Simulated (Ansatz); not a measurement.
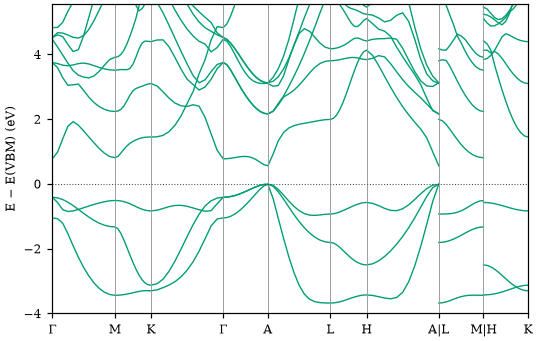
Figure: Band structure from r²SCAN in the plane-wave PAW code Ansatz

The gap is 0.56 eV; an edge lies off the plotted path or next to a special point (maximum on the A–L line, 3 % of the way from A, minimum at A).

The material is BaGaGeH in space group P3m1 (No. 156; Ba on 1b, Ga on 1a, Ge on 1c, H on 1a).

The workflow started from a Materials Project entry (that database holds measured and hypothetical structures alike); the Crystallography Open Database files this formula in space group No. 156, but the cells were not matched. Whether it is the stable phase at ambient conditions was not checked. The cell was relaxed with r²SCAN under the symmetry of its start; whether a distortion lowers the energy is not shown. Spin–orbit coupling is left out wherever it is not named.

Potentials: the later of the program's two PAW sets.
